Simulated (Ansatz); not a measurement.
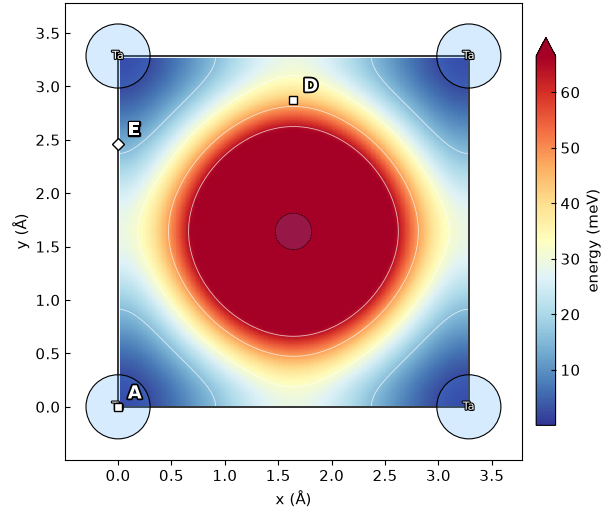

Cu on a Ta(100) slab cut from the Im-3m phase, its upper half relaxed before the scan (16 atoms of substrate and one adsorbate in a 2 × 2 cell). Cu is moved over the surface cell at a fixed height above a rigid substrate; the origin of the map has the adsorbate above Ta13; the height is held at 3.10 Å. Places are given modulo a cell vector. The map is drawn in real space over the plane of the surface. The scan uses an 8 × 8 grid; 15 points were computed and 49 follow by symmetry. Places are given in fractions of the 1 × 1 surface cell. All energies are given in meV relative to the lowest grid point. The runs have no spin polarisation, so an open-shell adsorbate far from the surface lies too high. At a fixed height the lowest place need not be the adsorption site. All numbers below come from Ansatz, DFT PBE+D3(BJ), scalar-relativistic, plane waves, PAW. Settings: cutoff 420 eV, k-mesh 4×4×1, gaussian smearing 0.1 eV, no spin polarisation.

The picture shows a smooth colour map with a few white contour lines, labelled circles for the atoms of the top layer and small ones for the second layer, the outline of one cell of the plane, one colour for all values above the top of the scale, lettered points. Between grid points the surface is interpolated.

Q: What kind of point is each of A, D: minimum, saddle, maximum or slope?

A: A: minimum; D: on a slope. (In these two coordinates alone; a stationary point may lie a little off the grid point.)

Q: Rank the lettered points by energy, lowest first.

A: A (0 meV), E (14 meV), D (44 meV).

PAW datasets: the set soft_1.
